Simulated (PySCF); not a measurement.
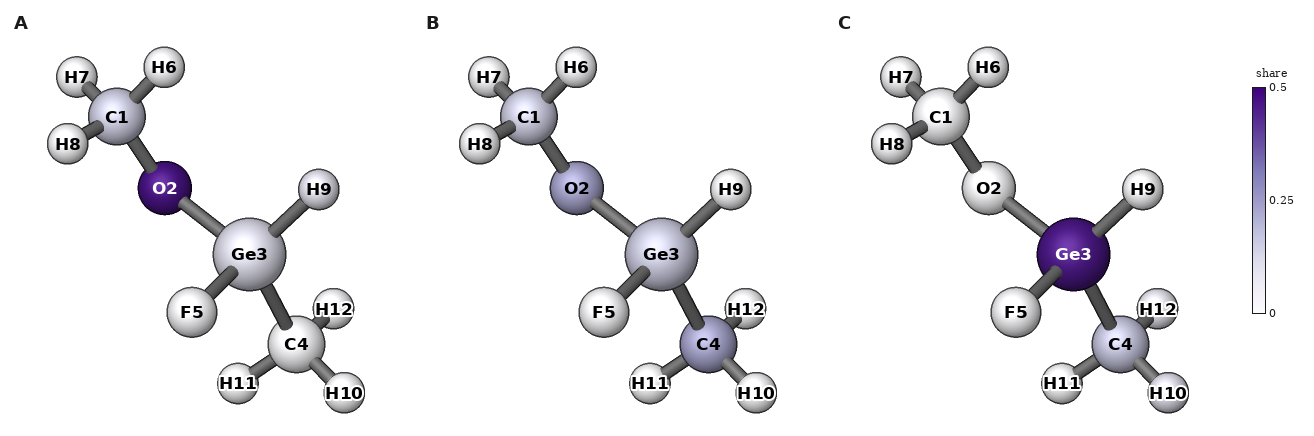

Each panel colours the atoms by their Löwdin share in one orbital (up to four of the largest shares; other atoms are shown as zero). The computed structure is the end point of a PBE0-D3(BJ)/def2-SVP optimisation. No frequency run is at hand to confirm it as a minimum. Level of theory: HF/def2-SVPD (PySCF 2.14.0).

> The panels show the HOMO−2, HOMO, LUMO, in some order. Which is which?

A: HOMO, −12.19 eV; O2 0.47, C1 0.14, Ge3 0.10, H9 0.08
B: HOMO−2, −12.83 eV; O2 0.23, C4 0.22, Ge3 0.14, C1 0.14
C: LUMO, 2.37 eV; Ge3 0.46, C4 0.16, H10 0.09, H12 0.07
